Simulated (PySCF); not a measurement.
# C4H6BClSi: what the fields show

The calculation's input:

```
{"job": {"kind": "nmr", "xc": "CAM-B3LYP", "basis": "pcSseg-1", "pop": false}, "charge": 0, "multiplicity": 1}
B      2.448422     0.422550    -0.495413
C      1.290398    -0.567432    -0.271320
C      0.012169    -0.339235     0.029688
C     -1.095166    -1.274913     0.233894
C     -2.155465    -0.481175     0.474057
Si    -1.161123     1.130426     0.352458
Cl    -1.555029     2.379259    -1.182431
H      2.680805     0.823634    -1.570142
H      3.142416     0.727700     0.396902
H      1.584633    -1.613046    -0.388804
H     -1.038807    -2.351663     0.192662
H     -3.167695    -0.790270     0.672180
H     -0.985559     1.934164     1.556269
```

Run with:

```sh
OMP_NUM_THREADS=1 python ens_run.py task.json out
```

Geometry: GFN2-xTB.

These are results of CAM-B3LYP/pcSseg-1, SCF density, gas phase, non-relativistic in PySCF 2.14.0, not measurements.

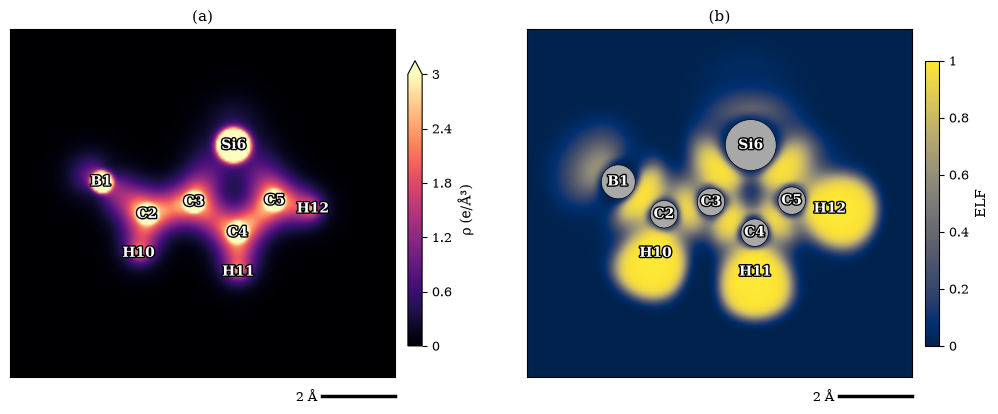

Figure 1. (a) total electron density; (b) ELF on the plane of atoms C4, C3 and Si6. Grey discs cover the atomic cores in the ELF map.

> What do the fields say about this system?

- Atoms in the plane: B, C, Si and H.
- C–C (1.33 Å): ρ at the midpoint is about 2.3 e/Å³; the ELF peaks at about 0.90 between the atoms: a multiple bond.
- C–B (1.54 Å): the density is about 1.5 e/Å³ at the midpoint; the ELF peaks at about 1 between the atoms: localised, covalent bonding.
- C–Si (1.90 Å): ρ is about 0.89 e/Å³ halfway; the ELF peaks at about 0.95 between the atoms: a covalent bond.
- C–H (1.08 Å): ρ is about 2 e/Å³ halfway; the ELF climbs to about 1 towards the hydrogen, as it does in any bond to H: a covalent bond by its length.
- C–C (1.46 Å): the density is about 1.8 e/Å³ at the midpoint; the ELF peaks at about 0.95 between the atoms (a covalent bond).

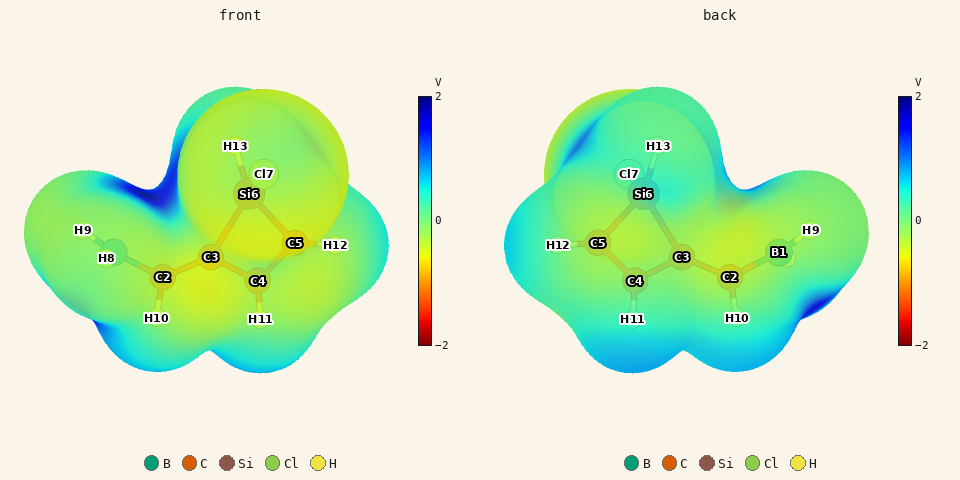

Figure 2. The molecular electrostatic potential painted on the density surface at 0.001 e/bohr³, seen from the front and from behind; the colour scale runs from red (negative) to blue (positive).

> Describe the electrostatic potential map.

The most negative region (about −0.6 V) lies over C2, C3 and Cl7, the most positive (about +1.6 V) over B1.
